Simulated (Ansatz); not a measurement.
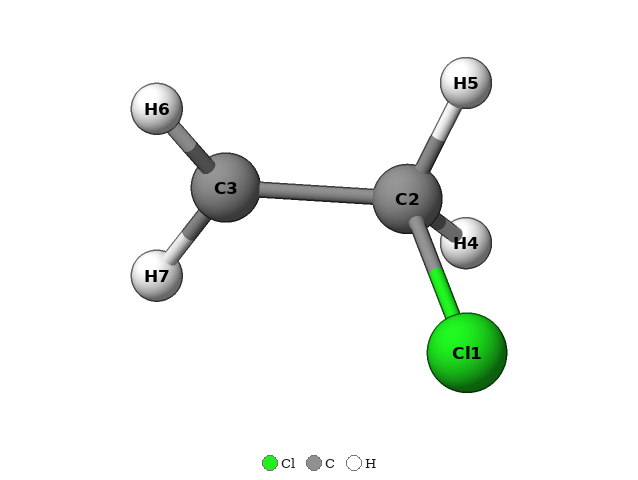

Charge 0, doublet. Sticks follow a distance rule. Harmonic vibrations computed with UKS PBE0-D4/def2-TZVP (Ansatz 0.2.0) at a stationary point of the same level.

How many imaginary frequencies does it have?

Answer. A minimum: no imaginary frequency, and the lowest mode lies at 207 cm⁻¹.

How many vibrational modes are there, and where do they lie?

Answer. 15 modes: 207, 303, 585, 677, 781, 1060, 1109, 1248, 1256, 1458, 1493, 3110, 3170, 3173, 3280 cm⁻¹.
